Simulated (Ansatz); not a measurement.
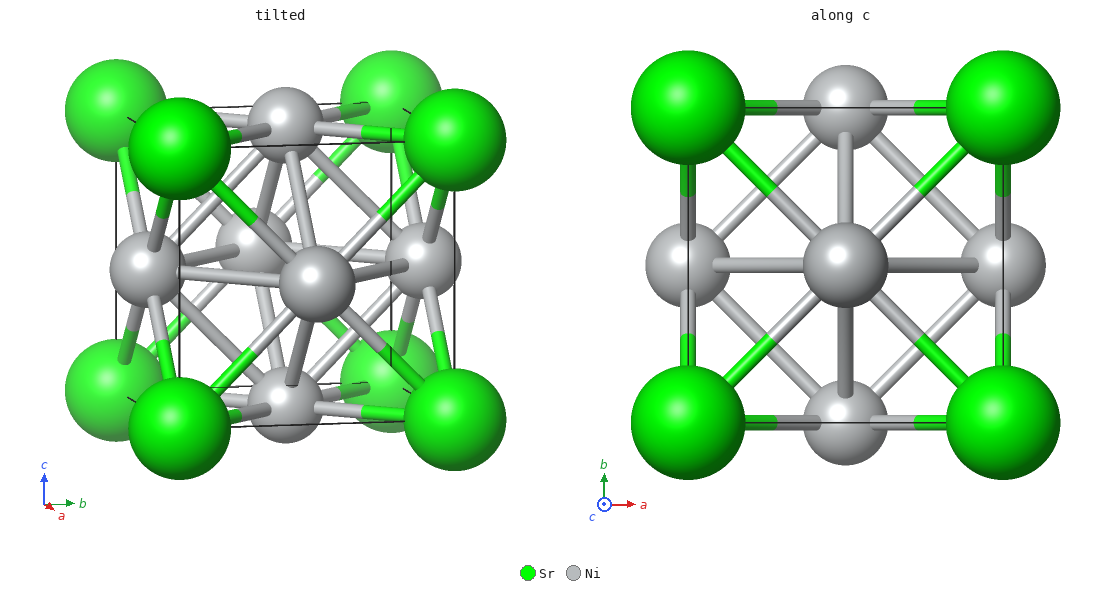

Ball-and-stick representation of a periodic structure, projected slightly off an axis and along the c axis. Lines trace the edges of the conventional unit cell.

SrNi₃, Cu₃Au (L1₂) type, space group Pm-3m (No. 221), a = 3.995 Å, b = 3.995 Å, c = 3.995 Å, α = 90.00°, β = 90.00°, γ = 90.00°. Starting structure: a structure type filled with these elements by a generator (whether the compound takes this form wasn't checked). Earlier steps of the study, as a rule a relaxation of our own, may have changed the cell and positions, so they can lie some per cent off the listed ones. It went into a calculation with Ansatz.

This one geometry was computed with Ansatz (DFT, plane waves, PAW) at five levels of theory: PBE with spin-orbit coupling, PBE, PBEsol, LDA and r2SCAN.

Which level gives the highest pressure at this volume, and what does that say about its equilibrium volume?

Answer. Highest: PBE with spin-orbit coupling (0.0 GPa) and PBE (-0.2 GPa), which points to the largest equilibrium volume. Lowest, with the smallest volume: LDA (-9.3 GPa). Levels within 0.5 GPa of each other can't be told apart.

How does the band gap change with the level of theory?

Answer. All levels give a metal.

Collect the results in a table.

Answer.
| level | cutoff (eV) | k-mesh of the run's cell | gap (eV) | pressure (GPa) |
| --- | --- | --- | --- | --- |
| PBE with spin-orbit coupling | 420 | 8×8×8 | metal | 0.0 |
| PBE | 420 | 8×8×8 | metal | -0.2 |
| PBEsol | 420 | 8×8×8 | metal | -5.5 |
| LDA | 420 | 8×8×8 | metal | -9.3 |
| r2SCAN | 500 | 8×8×8 | metal | -2.7 |

Gaps are taken on the k-mesh or band path of each run.
